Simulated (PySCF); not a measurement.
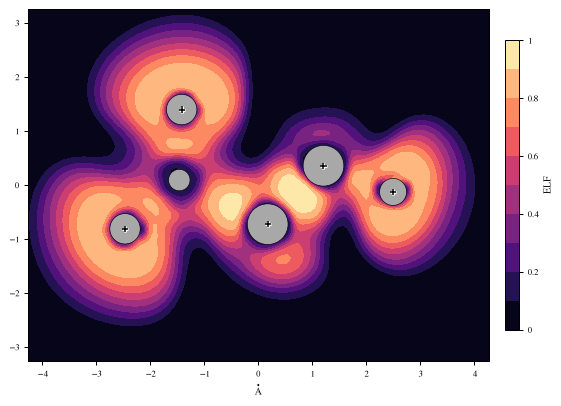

The ELF on a plane through atoms (crosses mark nuclei in the plane; grey discs cover the cores).

Method: PBE0/def2-SVPD, SCF density, gas phase in PySCF.

Candidates:
A. C₂HF₄O₃S (charge −1)
B. C₆H₆O₄ (SMILES CC(=O)O[C@H]1C=C1C(=O)O)
C. C₆H₉NSi (SMILES C=Cc1ccn([SiH3])c1)

> Which system is this?

Candidate A: C₂HF₄O₃S on the plane of atoms C5, C7 and F10, which holds O, C and F. C–C (1.50 Å): the ELF peaks at about 1 between the atoms: localised, covalent bonding.
